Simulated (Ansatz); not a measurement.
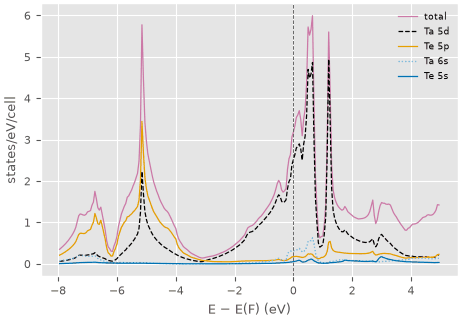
Figure. Total and projected density of states of TaTe (rock salt, Fm-3m), r²SCAN in the plane-wave PAW code Ansatz

**Question.** Which orbitals carry the states next to the Fermi level?

**Answer.** Within 0.5 eV of the Fermi level: Ta 5d 81 %, Ta 6s 9 %. Projections are on Löwdin-orthogonalised atomic valence shells; empty p or d shells of many metals are not among them.

**Question.** Where is the tallest occupied peak in this window, and what makes it?

**Answer.** Near -5.1 eV, about 5.8 states/eV per cell; the largest projected share is Te 5p.

The start of the workflow was typed in or built on a structure type; neither database checked (COD, Materials Project) lists it. Whether it is the stable phase at ambient conditions was not checked. The r²SCAN relaxation kept the symmetry of its start. At this level the phase is mechanically unstable. The run is not spin-polarised. Its formation energy is positive at this level, so the cell may be metastable or incomplete. With an odd number of electrons in the cell and no spin polarisation, the count alone makes it a metal. Spin–orbit coupling is left out wherever it is not named.

Potentials: the later of the program's two PAW sets.
